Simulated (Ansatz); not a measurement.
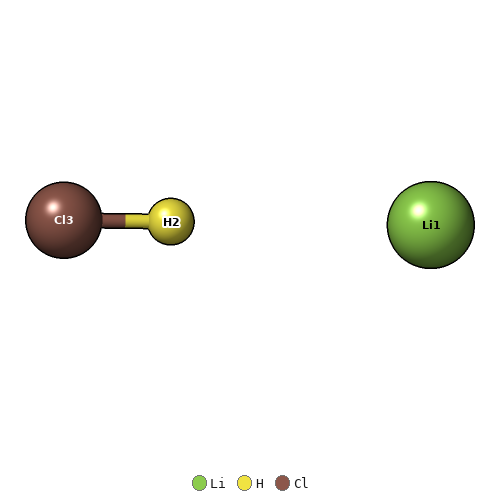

The system is Li + HCl, spin multiplicity 2; the picture shows the reference structure. Coordinates scanned: (1) distance Li1–H2; (2) distance H2–Cl3. Nothing is relaxed (the angle Li1–H2–Cl3 is fixed at 180 degrees). The grid has 10 × 10 points. Points are written as (first, second). Energies: kJ/mol, counted from Li far from the relaxed HCl (each part in its own basis). In part of the range the unrestricted reference is strongly spin-contaminated. Computed with UHF-CCSD(T), frozen core/def2-TZVPD in Ansatz.

Its coordinates:

```xyz
3

Li   -3.2720    0.0000    0.0000
H     0.0000    0.0000    0.0000
Cl    1.3470    0.0000    0.0000
```

Range: distance Li1–H2 from 1.272 to 3.272 Å; distance H2–Cl3 from 1.064 to 3.064 Å.

Q: What will the energy surface look like?

A: The lowest grid point is at (3.272 Å, 1.347 Å), 2.3 kJ/mol from Li far from the relaxed HCl (each part in its own basis). It lies on the edge of the grid, but the force there points inwards, so the minimum lies inside the range. The highest grid point, (3.272 Å, 3.064 Å), lies 360 kJ/mol above the lowest.

| distance H2–Cl3 ↓, distance Li1–H2 → | 1.272 | 1.387 | 1.555 | 1.751 | 1.969 | 2.203 | 2.453 | 2.715 | 2.988 | 3.272 |
| --- | --- | --- | --- | --- | --- | --- | --- | --- | --- | --- |
| 3.064 | 234 | 202 | 184 | 188 | 208 | 235 | 268 | 302 | 334 | 362 |
| 2.780 | 221 | 189 | 171 | 174 | 192 | 218 | 247 | 283 | 315 | 345 |
| 2.507 | 202 | 170 | 150 | 152 | 169 | 193 | 221 | 254 | 285 | 315 |
| 2.245 | 178 | 145 | 125 | 125 | 140 | 162 | 188 | 215 | 245 | 272 |
| 1.995 | 155 | 121 | 99 | 96 | 108 | 128 | 150 | 173 | 195 | 216 |
| 1.761 | 144 | 107 | 80 | 72 | 77 | 89 | 104 | 118 | 131 | 141 |
| 1.543 | 153 | 109 | 73 | 53 | 46 | 45 | 48 | 51 | 55 | 58 |
| 1.347 | 157 | 113 | 71 | 42 | 23 | 13 | 7 | 4 | 2 | 2 |
| 1.179 | 180 | 141 | 102 | 73 | 53 | 39 | 29 | 23 | 20 | 19 |
| 1.064 | 269 | 233 | 197 | 170 | 149 | 135 | 124 | 118 | 114 | 112 |

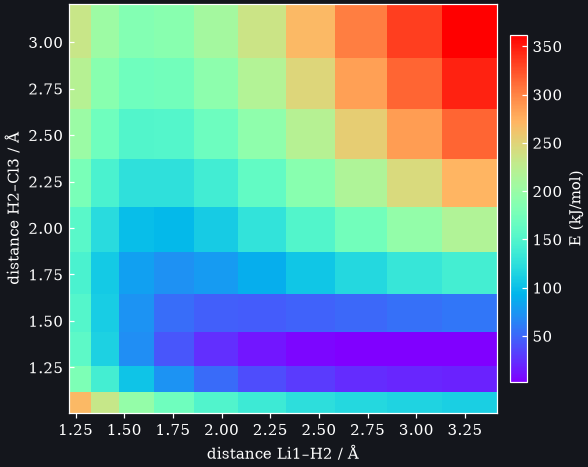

In the figure: one coloured cell a grid point.

Each point was launched as `ansatz run input.yaml --threads 1 --pin off --max-ram 2560MiB --backend cpu --events-out ev --progress --plain --runs-dir out`. The whole map (100 points run) took 25 min on 1 thread of Arm Neoverse V2 (shared host).
